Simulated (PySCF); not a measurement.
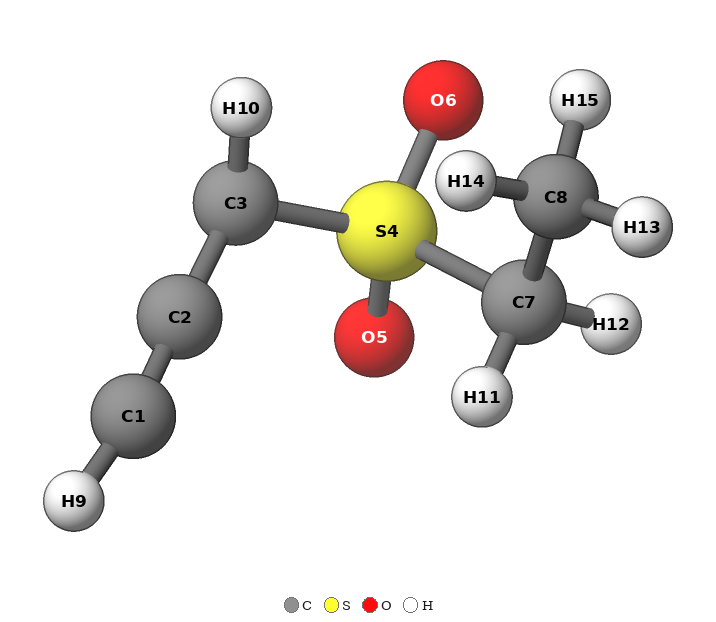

Charge −1, singlet. The computed structure is the end point of a GFN2-xTB optimisation. No frequency run is at hand to confirm it as a minimum. Electric field gradients from the ground-state density, PBE0/pcSseg-1 (PySCF 2.14.0), non-relativistic apart from any core potentials.

Give the largest field-gradient component, the quadrupole coupling constant and the asymmetry for 33S at S4 (Q = −67.81 mb), 17O at O5 (Q = −25.6 mb), 17O at O6 (Q = −25.6 mb), 2H at H9 (Q = 2.86 mb), 2H at H10 (Q = 2.86 mb).

| atom | V_zz (a.u.) | e²qQ/h (MHz) | η |
| --- | --- | --- | --- |
| S4 | −0.379 | 6.03 | 0.52 |
| O5 | 1.437 | −8.65 | 0.19 |
| O6 | 1.446 | −8.70 | 0.14 |
| H9 | 0.407 | 0.274 | 0.06 |
| H10 | 0.341 | 0.229 | 0.17 |
